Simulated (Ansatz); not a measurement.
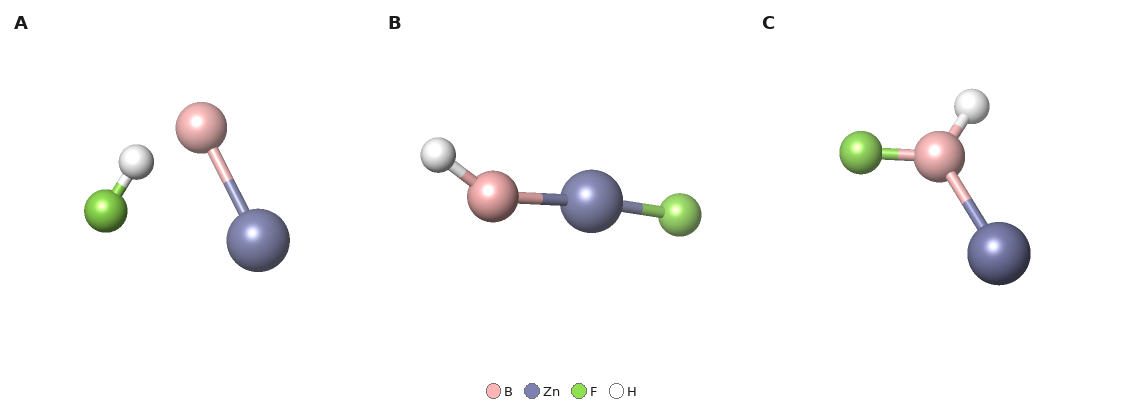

3 stationary structures of one formula. State: neutral, doublet. Geometries: PBE-D4/def2-SVP. Electronic energies: PBE-D4/def2-SVP (Ansatz 0.2.0), without zero-point energy. No frequency run is at hand to confirm each as a minimum.

> Rank them by energy, lowest first.

C is lowest; B lies 166.2 kJ/mol above it, A lies 411.4 kJ/mol above it (C1).
